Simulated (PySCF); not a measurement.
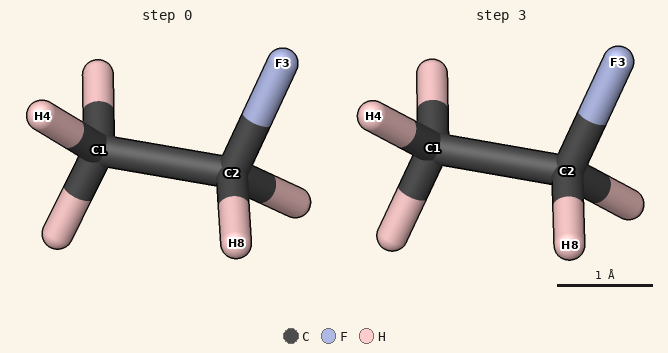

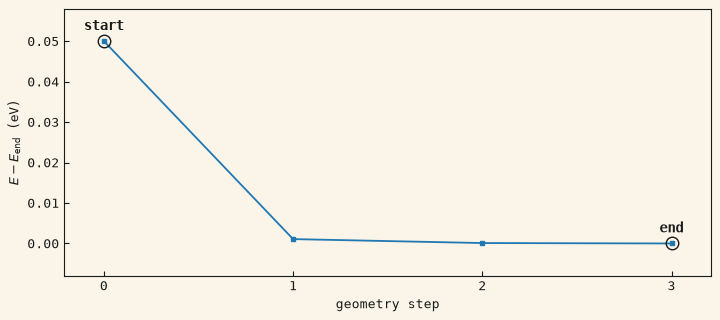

First and last geometry of a relaxation of C2H5F, with the history of the run. A stick model, seen at a tilt.

The start comes from GFN2-xTB. Its atoms were then displaced at random by about 0.01 Å.

Theory: PySCF, PBE0-D3(BJ)/def2-SVP geometry optimisation, gas phase. 

What do the curves and the structures tell?

It converged. After 3 geometry steps the energy has fallen by 0.050 eV. An H atom moves most after the best rigid fit: 0.034 Å. By element the largest moves are H 0.034 Å, F 0.027 Å, C 0.023 Å. Among the contacts that change: C–H 1.070 → 1.100 Å, C–H 1.117 → 1.100 Å, C–C 1.490 → 1.506 Å, C–H 1.093 → 1.104 Å. Bond angles that change, for instance: F–C–H 106.0° → 108.2°, H–C–H 110.5° → 108.4°. Cost: 4.4 s on 1 thread of Arm Neoverse V1 (shared host).
